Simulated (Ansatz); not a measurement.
## Electronic structure of CH$_{8}$Si$_{2}$ in real space

```
atom    x (Å)    y (Å)    z (Å)
  Si  -0.2652   0.4397  -0.7000
   H  -0.5745  -0.1665  -2.0349
   C   1.6008   0.5272  -0.4388
   H   2.0765   1.1225  -1.2343
   H  -0.8549   1.8170  -0.6843
  Si  -1.2996  -0.8467   0.9691
   H   1.8417   0.9961   0.5285
   H   2.0506  -0.4783  -0.4515
   H  -0.9948  -0.2826   2.3237
   H  -0.7948  -2.2567   0.9304
   H  -2.7858  -0.8716   0.7921
```

Method: RKS r2SCAN/def2-SVP (Ansatz).

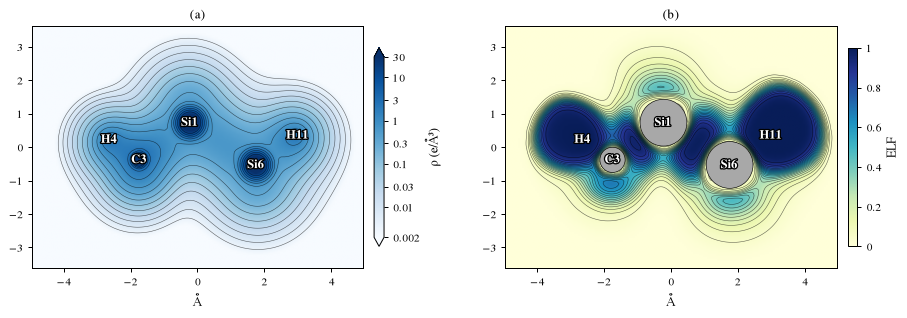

Figure 1. (a) total electron density; (b) ELF on the plane of atoms Si1, C3 and H4. Grey discs cover the atomic cores in the ELF map.

**Describe what can be read from this map.**

- Atoms in the plane: Si, C and H.
- C–Si (1.89 Å): the density is about 0.92 e/Å³ at the midpoint; the ELF peaks at about 0.95 between the atoms, as expected for a shared electron pair.
- Si–Si (2.35 Å): the density is about 0.64 e/Å³ at the midpoint; the ELF peaks at about 1 between the atoms, as expected for localised, covalent bonding.
- C–H (1.10 Å): the density is about 1.8 e/Å³ at the midpoint; the ELF climbs to about 1 towards the hydrogen, as it does in any bond to H: an ordinary covalent bond to hydrogen.
- Si–H (1.50 Å): the density is about 0.73 e/Å³ at the midpoint; the ELF climbs to about 1 towards the hydrogen.

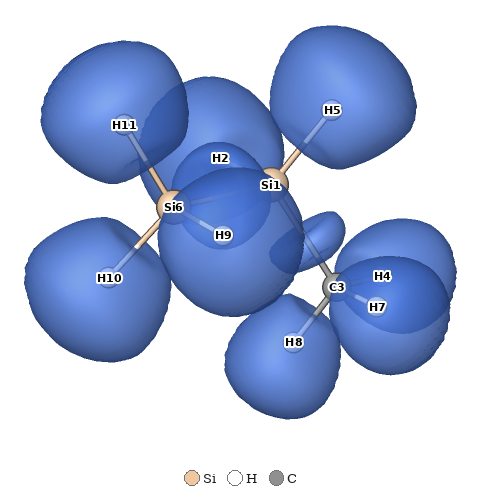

Figure 2. Isosurface of the electron localisation function at 0.8 (blue), seen at an oblique angle. Only the valence region is drawn (cores and ρ < 0.01 e/Å³ removed).

**Where are the electrons localised?**

At this value the surface marks out one region between bonded C–Si atoms (shared pairs), one region between bonded Si–Si atoms (shared pairs) and eight regions around hydrogen nuclei.

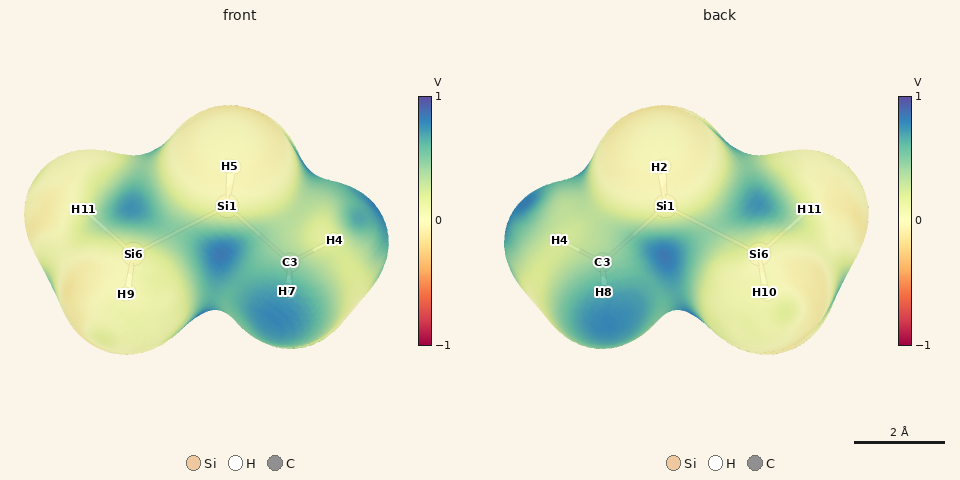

Figure 3. The electrostatic potential painted on the density surface at 0.002 e/bohr³, seen from the front and from behind; red is negative and blue positive.

**Describe the electrostatic potential map.**

The most negative region (about −0.1 V) lies over the H atoms, the most positive (about +0.8 V) over the H and Si atoms.
